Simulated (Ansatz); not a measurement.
# Hypothetical P6_3/mmc SnSe2, thickness series

The parent structure is SnSe2 in the 2H-MoS2 type structure (space group P6_3/mmc, No. 194; a = 3.8335 Å, c = 11.5066 Å; a hypothetical phase, not in the database extracts checked; layered, stacked along the Cartesian z axis).

Free-standing slabs (3 atom(s) a layer) normal to the stacking axis with 15 Å of vacuum; in-plane cell relaxed.

Levels (all Ansatz, an electronic-structure program, PAW): PBE-D3(BJ) (420 eV, spin-orbit coupling left out); PBEsol-D3(BJ) (420 eV, without spin-orbit coupling).

The base cell above is that of PBE-D3(BJ); each level relaxes its own structures.

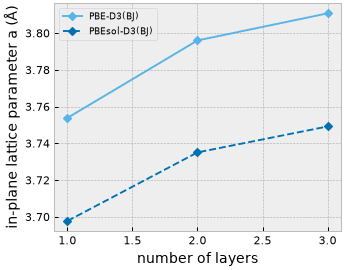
Figure. in-plane lattice parameter a under two levels

### Question
How do the two levels compare along the series?

### Answer
PBE-D3(BJ) lies above PBEsol-D3(BJ) in every row, by 0.056 Å to 0.062 Å. They put the cases in the same order.

No phonon test of stability was made. All final runs are without spin polarisation.
